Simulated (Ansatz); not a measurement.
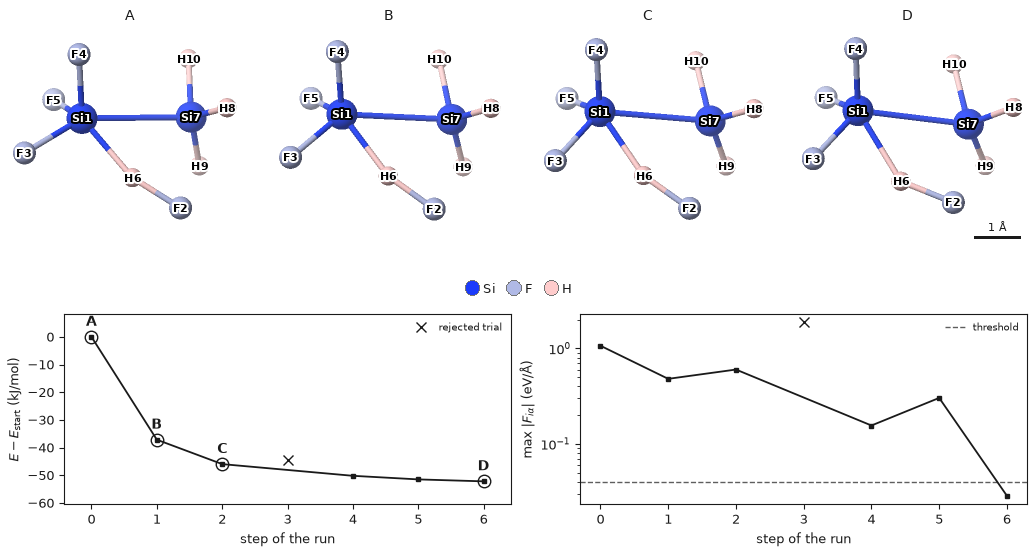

Frames of a constrained relaxation of Si₂H₄F₄, marked on the history of the run. Style: ball-and-stick. Shown at a tilt.

The reaction that was planned forms Si1–Si7, F2–H6 and breaks Si1–F2, H6–Si7 (atoms numbered from 1 in input order).

Theory: RKS PBE0-D4/def2-SVP in Ansatz 0.2.0.

The input:
```yaml
crystal:
  periodic: [false, false, false]
  atoms:
    - {symbol: Si, position_ang: [-0.731800, -0.959800, -0.058500]}
    - {symbol: F, position_ang: [2.142800, -0.287100, -0.276100]}
    - {symbol: F, position_ang: [-0.696300, -2.525500, -0.400700]}
    - {symbol: F, position_ang: [-1.470800, -0.983400, 1.356600]}
    - {symbol: F, position_ang: [-1.924800, -0.492100, -1.011200]}
    - {symbol: H, position_ang: [1.009800, -0.807700, -0.229900]}
    - {symbol: Si, position_ang: [0.404500, 1.236900, 0.118800]}
    - {symbol: H, position_ang: [1.178900, 1.220500, 1.343800]}
    - {symbol: H, position_ang: [0.902600, 1.567400, -1.201800]}
    - {symbol: H, position_ang: [-0.814800, 2.030800, 0.358900]}
basis:
  gaussian: {orbitals: def2-SVP}
hamiltonian: {xc: pbe0, dispersion: d4}
relax: {f_tol: 0.04, max_steps: 150, escape_saddle: false, constraints: [{distance: [0, 6]}, {distance: [1, 5]}, {distance: [0, 1]}, {distance: [5, 6]}]}
```

Launched with:
```bash
ansatz run in.yaml --threads 8 --pin off --events-out ev --progress --plain --max-ram 19148MiB
```

**What happens along the run?**

The energy falls by 52.2 kJ/mol in 5 accepted moves (6 points after the start). The largest force component goes from 1.1 to 0.029 eV/Å. The line search rejected the trial step at point 3 of the run. The atom that moves furthest after the best rigid fit is H10 (0.32 Å). By element the largest moves are H 0.32 Å, F 0.29 Å, Si 0.19 Å. Near-neighbour distances that change, for instance: F2–Si7 2.345 → 2.076 Å, Si1–H6 1.757 → 1.865 Å, Si7–H10 1.475 → 1.516 Å, Si7–H8 1.449 → 1.481 Å. Bond angles that change, for instance: F3–Si1–Si7 150.5° → 127.0°, Si1–Si7–H10 96.3° → 77.4°, Si1–Si7–H8 107.2° → 118.4°. From step 0 to 1: H10 moves most (0.20 Å), energy −37.1 kJ/mol. From step 1 to 2: F3 moves most (0.15 Å), energy −8.82 kJ/mol. From step 2 to 6: F2 moves most (0.17 Å), energy −6.23 kJ/mol.
